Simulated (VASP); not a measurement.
Band structure of PbTe (relaxed from the NiAs type structure, space group P6_3/mmc). Level of theory: PBEsol GGA, VASP's PBE PAW potentials (set 64) (plane waves; VASP).

Unless said otherwise, spin-orbit coupling is left out, though it shifts the bands of the heavy elements here.

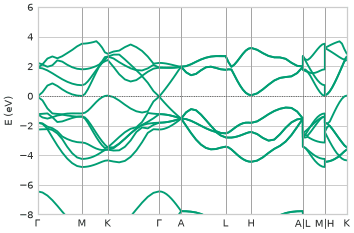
Figure. Bands along high-symmetry lines, zero at the valence-band maximum or, without a gap, the Fermi level

Task: Read the plot: is there a gap, and where are the band edges?

Result: It has no gap at this level: it comes out as a metal or semimetal. (Edges off the drawn lines would not show.)

The structure was generated: PbTe was put into the NiAs type type (P6_3/mmc), which need not be its known phase. It was relaxed first, which changed the volume by +22 %.
